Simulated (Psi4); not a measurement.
# GeF2 (SMILES [F][Ge][F]): r2SCAN/def2-SVP (sweep point 8)

Aim: the vertical electron affinity of GeF2 at r2SCAN/def2-SVP (sweep point 8), from 2 runs. 

The calculation is run with Psi4 1.11.

2 further runs of the same task are left out: 2 for a known fault of the program.

**1. The molecule**

The species is GeF2 (3 atoms), meant as a singlet with charge 0. SMILES: `[F][Ge][F]`. The coordinates come from a PBE0-D4/def2-TZVP relaxation.

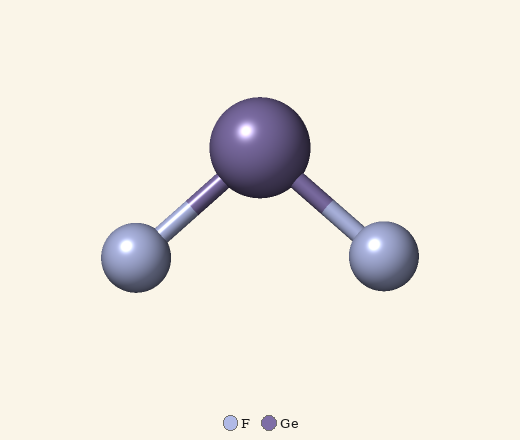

The structure, seen from a chosen angle (fluorine light blue, germanium purple).

**2. The energy at r2SCAN/def2-SVP (sweep point 8)**

The input, job.py:

```python
import psi4

psi4.set_memory(1600000000)
psi4.set_num_threads(1)
psi4.set_output_file('f2ge.out', False)

m = psi4.geometry("""
F     -0.675900    -1.101800    -0.497500
Ge     0.637500    -0.295200     0.320200
F      0.027600     1.332100     0.164100
symmetry c1
""")

psi4.set_options({
    'basis': 'def2-SVP',
    'reference': 'rks',
    'puream': True,
    'scf_type': 'pk',
    'dft_radial_points': 99,
    'dft_spherical_points': 590,
})

e, wfn = psi4.energy('r2scan', molecule=m, return_wfn=True)
print(f'total energy {e:.8f} hartree = {e * 27.211386:.5f} eV')
```

Launch:

```sh
python job.py
```

f2ge.out:

```text
[...]
  Running in c1 symmetry.
[...]
  Nuclear repulsion =  191.062717603408373
[...]
  Multiplicity = 1
[...]
  Nalpha       = 25
  Nbeta        = 25
[...]
    Number of basis functions: 60
[...]
   @RKS iter   1: -2275.11926574077734   -2.42712e+00   3.86532e-02 ADIIS/DIIS
[...]
   @RKS iter   8: -2276.25130969479869   -2.39802e-08   4.99540e-07 DIIS
[...]
    Orbital Energies [Eh]
    ---------------------
    Doubly Occupied:
       1A   -398.162369     2A    -49.625970     3A    -44.128864
       4A    -44.127051     5A    -44.126242     6A    -24.473395
       7A    -24.473324     8A     -6.211290     9A     -4.368934
      10A     -4.363945    11A     -4.360038    12A     -1.193037
      13A     -1.187360    14A     -1.177314    15A     -1.174316
      16A     -1.170443    17A     -1.093113    18A     -1.062659
      19A     -0.507712    20A     -0.412410    21A     -0.385243
      22A     -0.383019    23A     -0.358750    24A     -0.345076
      25A     -0.287856
[...]
  @RKS Final Energy: -2276.25130969479869
   => Energetics <=
    Nuclear Repulsion Energy =            191.0627176034083732
    One-Electron Energy =               -3554.0156208172752486
    Two-Electron Energy =                1186.6387445184236640
    DFT Exchange-Correlation Energy =     -99.9371509993554099
    Empirical Dispersion Energy =           0.0000000000000000
    VV10 Nonlocal Energy =                  0.0000000000000000
    Total Energy =                      -2276.2513096947986924
[...]
 Multipole Moments:
 ------------------------------------------------------------------------------------
     Multipole            Electronic (a.u.)      Nuclear  (a.u.)        Total (a.u.)
 ------------------------------------------------------------------------------------
 L = 1.  Multiply by 2.5417464519 to convert [e a0] to [Debye]
 Dipole X            :          2.8839524           -2.0857990            0.7981534
 Dipole Y            :         -1.1038855            0.7983941           -0.3054913
 Dipole Z            :         -0.0000000            0.0000000           -0.0000000
 Magnitude           :                                                    0.8546191
[...]
```

Standard output:

```text
total energy -2276.25130969 hartree = -61939.95302 eV
```

It took 7.2 s on 1 thread of Intel Xeon Platinum 8375C at 2.90GHz (Ice Lake), shared host; peak memory 0.82 GiB.

**3. The doublet anion at the same level**

The input, calc.py:

```python
import psi4

psi4.set_memory('1600 MB')
psi4.set_num_threads(1)
psi4.set_output_file('f2ge.out', False)

geom = psi4.geometry("""
-1 2
F     -0.675900    -1.101800    -0.497500
Ge     0.637500    -0.295200     0.320200
F      0.027600     1.332100     0.164100
symmetry c1
""")

psi4.set_options({
    'reference': 'uks',
    'puream': True,
    'scf_type': 'pk',
    'dft_radial_points': 99,
    'dft_spherical_points': 590,
    'maxiter': 150,
})

energy_value, wavefunction = psi4.energy('r2scan/def2-SVP', return_wfn=True)
print(f'total energy {energy_value:.8f} hartree = {energy_value * 27.211386:.5f} eV')
for k, v in sorted(psi4.core.scalar_variables().items()):
    print(f'{k:45s} {v:18.10f}')
```

Launch:

```sh
python calc.py
```

f2ge.out:

```text
[...]
  Running in c1 symmetry.
[...]
  Nuclear repulsion =  191.062717603408373
[...]
  Multiplicity = 2
[...]
  Nalpha       = 26
  Nbeta        = 25
[...]
    Number of basis functions: 60
[...]
   @UKS iter   1: -2274.90357603164966   -2.21143e+00   3.99155e-02 DIIS/ADIIS
[...]
   @UKS iter   9: -2276.25590146752802   -1.18443e-08   4.43591e-07 DIIS
[...]
   @S^2 Observed:                7.556415576E-01
[...]
    Orbital Energies [Eh]
    ---------------------
    Alpha Occupied:
       1A   -397.855621     2A    -49.319382     3A    -43.821471
       4A    -43.821266     5A    -43.820503     6A    -24.210361
       7A    -24.210302     8A     -5.905086     9A     -4.060703
      10A     -4.057025    11A     -4.056772    12A     -0.901140
      13A     -0.886954    14A     -0.869925    15A     -0.868973
      16A     -0.867070    17A     -0.827730    18A     -0.798097
      19A     -0.248584    20A     -0.158518    21A     -0.135247
      22A     -0.131463    23A     -0.107751    24A     -0.095791
      25A     -0.030615    26A      0.112606
    Alpha Virtual:
[...]
  @UKS Final Energy: -2276.25590146752802
   => Energetics <=
    Nuclear Repulsion Energy =            191.0627176034083732
    One-Electron Energy =               -3568.2151304629392143
    Two-Electron Energy =                1201.1430891559100473
    DFT Exchange-Correlation Energy =    -100.2465777639072400
    Empirical Dispersion Energy =           0.0000000000000000
    VV10 Nonlocal Energy =                  0.0000000000000000
    Total Energy =                      -2276.2559014675280196
[...]
 Multipole Moments:
 ------------------------------------------------------------------------------------
     Multipole            Electronic (a.u.)      Nuclear  (a.u.)        Total (a.u.)
 ------------------------------------------------------------------------------------
 L = 1.  Multiply by 2.5417464519 to convert [e a0] to [Debye]
 Dipole X            :          2.2242985           -2.0857990            0.1384995
 Dipole Y            :         -0.8515796            0.7983941           -0.0531855
 Dipole Z            :         -0.0000000            0.0000000           -0.0000000
 Magnitude           :                                                    0.1483604
[...]
```

The script printed:

```text
total energy -2276.25590147 hartree = -61940.07797 eV
CURRENT ENERGY                                  -2276.2559014675
CURRENT REFERENCE ENERGY                        -2276.2559014675
DD SOLVATION ENERGY                                 0.0000000000
DFT FUNCTIONAL TOTAL ENERGY                     -2276.2559014675
DFT TOTAL ENERGY                                -2276.2559014675
DFT VV10 ENERGY                                     0.0000000000
DFT XC ENERGY                                    -100.2465777639
GRID ELECTRONS ALPHA                               26.0000006204
GRID ELECTRONS BETA                                25.0000006237
GRID ELECTRONS TOTAL                               51.0000012441
NUCLEAR REPULSION ENERGY                          191.0627176034
ONE-ELECTRON ENERGY                             -3568.2151304629
PCM POLARIZATION ENERGY                             0.0000000000
PE ENERGY                                           0.0000000000
SCF ITERATION ENERGY                            -2276.2559014675
SCF ITERATIONS                                      9.0000000000
SCF TOTAL ENERGY                                -2276.2559014675
TWO-ELECTRON ENERGY                              1201.1430891559
XC GRID RADIAL POINTS                              99.0000000000
XC GRID SPHERICAL POINTS                          590.0000000000
XC GRID TOTAL POINTS                           167516.0000000000
```

Run time: 11 s. Hardware: 1 thread of Intel Xeon Platinum 8375C at 2.90GHz (Ice Lake), shared host; peak memory 0.82 GiB.

**4. Summary of results**

Level: r2SCAN/def2-SVP (sweep point 8).

```
                                         quantity           value
                       singlet GeF2: total energy  -2276.25131 Eh
                      singlet GeF2: dipole moment          2.17 D
                        singlet GeF2: HOMO energy        -7.83 eV
                        singlet GeF2: LUMO energy        -3.17 eV
                      singlet GeF2: HOMO–LUMO gap         4.66 eV
                      doublet anion: total energy  -2276.25590 Eh
doublet anion: HOMO energy (highest over α and β)         3.06 eV
 doublet anion: LUMO energy (lowest over α and β)         4.88 eV
                              doublet anion: ⟨S²⟩           0.756
vertical electron affinity (to the doublet anion)        0.125 eV
```

What this shows: At fixed nuclei the extra electron is bound by 0.12 eV (12.1 kJ/mol). The basis has no diffuse functions, so the error can be as large as this value. The HOMO (doublet anion) lies at positive energy, 3.06 eV, as semi-local functionals often give for anions; only total energies tell whether the electron is bound.
